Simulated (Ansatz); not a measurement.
Consider CsPbBr3 in the cubic perovskite structure (space group Pm-3m, No. 221; a = 5.872 Å). Axes: x, y, z lie along the cube axes.

The change: compressive biaxial strain of 1.00 % in the plane normal to [111], as in epitaxy on a mismatched substrate; the out-of-plane cell vector and the atoms relax.

Method: plane-wave PAW DFT at the PBEsol level (Ansatz, a first-principles code, 420 eV), no SOC.

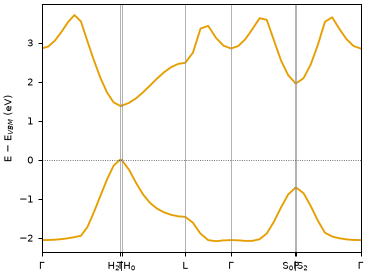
Figure: Highest valence and lowest conduction band along the path of the changed cell's own zone

The gap is 1.38 eV, direct at T; the base has 1.43 eV.

With Pb present, leaving out spin-orbit coupling can change the band edges. No phonon test of stability was made. Many cubic perovskites are stable only at high temperature; tilts and polar distortions were not tested. This is not the structure that CsPbBr3 has at room temperature and ambient pressure. k-point labels follow each cell's own Brillouin zone.
